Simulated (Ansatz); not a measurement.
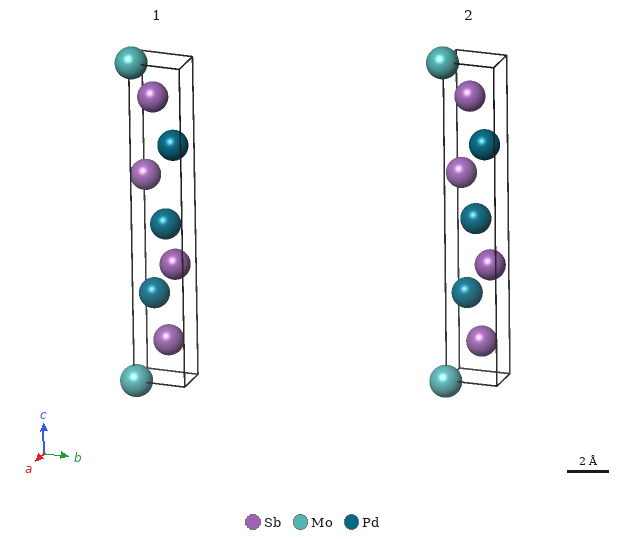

Two geometries of crystalline Sb₄MoPd₃ (built on the Pb4SeS3-166 type type), drawn at one scale. One is the start of a relaxation, the other its converged end. Style: spheres-only. Shown: the cell of the calculation, reduced to other axes, slightly off an axis. Lengths and directions refer to the drawn axes.

Theory: DFT, PBEsol, plane waves, PAW (Ansatz). (plane-wave cutoff 420 eV; k-point mesh 6 × 6 × 6; occupations fermi dirac; smearing width 0.05 eV; no spin polarisation; cell and atoms relaxed; force threshold 0.01 eV/Å; at most 120 steps)

Which of the two is the end point?

Structure 2 is the relaxed one. Case: shaken. The energy falls by 82.0 meV per atom in 5 accepted moves (6 points after the start). The largest force component goes from 2.1 to 0.0028 eV/Å. The pressure goes from 4.53 to −0.01 GPa. At 1 point the geometry stayed and the basis and grid were re-selected for the new cell (energy shift of 0.1 meV per atom at most each time). The largest move relative to the cell is that of a Pd atom, 0.28 Å along [2 −3 1]. Largest moves by element: Pd 0.28 Å, Sb 0.18 Å, Mo 0.16 Å. The volume changes by +1.3 %, with a 3.267 → 3.305 Å (+1.2 %), b 3.280 → 3.303 Å (+0.7 %), c 16.272 → 16.357 Å (+0.5 %), α 85.6° → 84.2°, β 85.2° → 84.2°, γ 60.9° → 60.0°. Near-neighbour distances that change, for instance: Pd–Sb 3.104 → 2.772 Å, Pd–Sb 2.466 → 2.772 Å, Pd–Sb 2.658 → 2.856 Å, Mo–Sb 2.951 → 2.757 Å. Among the angles between lasting bonds that change: Sb–Pd–Sb 165.2° → 180.0°, Sb–Pd–Sb 167.9° → 180.0°, Pd–Sb–Pd 118.3° → 106.6°. The space group (tolerance 0.01 Å) goes from P1 (No. 1) to R-3m (No. 166).
